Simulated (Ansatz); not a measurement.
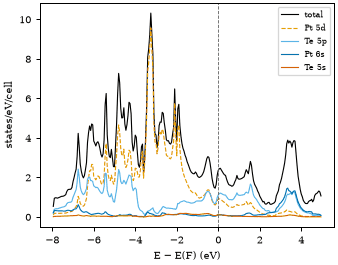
Total and projected density of states of TePt (NiAs type, space group No. 194), plane-wave PAW LDA (Ansatz code)

Problem. Which orbitals carry the states next to the Fermi level?

Solution. Within 0.5 eV of the Fermi level: Te 5p 48 %, Pt 5d 39 %. Projections are on Löwdin-orthogonalised atomic valence shells; empty p or d shells of many metals are not among them.

Problem. Where is the tallest occupied peak in this window, and what makes it?

Solution. Near -3.2 eV, about 10 states/eV per cell; the largest projected share is Pt 5d.

Space group P6_3/mmc (NiAs type). The workflow started from a Materials Project entry (that database holds measured and hypothetical structures alike); the Crystallography Open Database files this formula in space group No. 194, but the cells were not matched. Whether it is the stable phase at ambient conditions was not checked. The cell was relaxed with LDA under the symmetry of its start; its stability against distortions is not shown here. The run is not spin-polarised. Scalar-relativistic: spin–orbit coupling is off unless named, which matters more the heavier the elements.

Potentials: the later of the program's two PAW sets.
